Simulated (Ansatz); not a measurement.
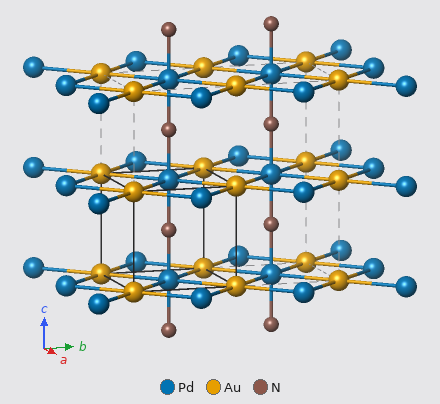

System PdAuN (space group P4/mmm, No. 123); source of the atomic positions: coordinates from a relaxation with Ansatz 0.2.0, DFT PBE, scalar-relativistic, plane waves, PAW; the starting structure was generated, so it need not be a known form of this composition.

Bonds are taken as Au–Pd below 3.1 Å and N–Pd below 2.1 Å. Atoms with one bond or none are removed and atoms with two bonds are replaced by edges, until no such atom is left.

**What kind of net remains, and which atoms are its nodes?**

A binodal (4,6)-connected, three-periodic net: Au is a 4-connected node; Pd is a 6-connected node, in the ratio 1:1. N becomes part of the edges.

**Is the net interpenetrated?**

It is a single net, without interpenetration.

**How many nodes does the smallest cycle have?**

Four.

**Give the first six terms of the coordination sequence (nodes one, two, three … edges away).**

Au: 4, 16, 38, 66, 102, 146; Pd: 6, 18, 38, 66, 102, 146.
